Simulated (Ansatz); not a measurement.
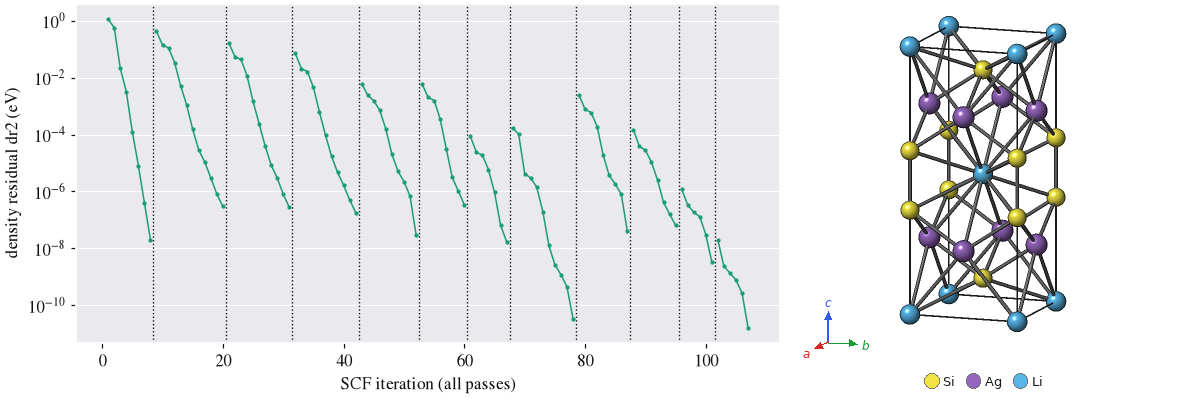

Beside the plot: the structure in its conventional cell.

The plot shows the SCF iterations of a calculation: density residual dr2. Each stretch between dotted lines is the SCF of one geometry step of a relaxation. The starting density is a sum of atomic densities corrected by a trained network. Passes 8 and 12 re-solve the same geometry on a plane-wave basis chosen afresh for the new cell.

LiSi₂Ag₂ (5 atoms in the cell), run with Ansatz.

```
crystal:
  lattice:
    - [0.0, 4.057288, 0.0]
    - [4.057288, 0.0, 0.0]
    - [2.028644, 2.028644, -4.853925]
  atoms:
    - { symbol: Si, position: [0.389, 0.389, 0.222] }
    - { symbol: Si, position: [0.611, 0.611, 0.778] }
    - { symbol: Ag, position: [0.75, 0.25, 0.5] }
    - { symbol: Ag, position: [0.25, 0.75, 0.5] }
    - { symbol: Li, position: [0.0, 0.0, 0.0] }
  symmetry: { tolerance: 0.0003 }
kpoints:
  mp_grid: { grid: [1, 1, 1], shift: [0, 0, 0] }
magnetization:
  spin_polarized: false
scf:
  occupations: { method: fermi_dirac, width: 0.0651 }
  max_iter: 50
hamiltonian:
  pseudopotentials: { kind: paw }
  xc: pbe
basis:
  ecutwfc: 420
output:
  forces: true
  stress: true
  eigenvalues: true
relax:
  max_steps: 40
  cell: {}
```

Run as:
```bash
ansatz run input.yaml --threads 1 --pin off --max-ram 2560MiB --backend cpu --events-out ev --progress --plain --runs-dir out
```

Question: Was self-consistency reached?

Answer: It converged, after 107 iterations in all. There are 12 passes, of 8, 12, 11, 11, 10, 8, 7, 11, 9, 8, 6 and 6 iterations. In pass 2, the residual falls at every step. The relaxation met its thresholds.

Question: Is anything amiss with this input?

Answer: The input holds a fault (one k-point for a small cell). The SCF closed all the same, which doesn't make the results meaningful for the real system.
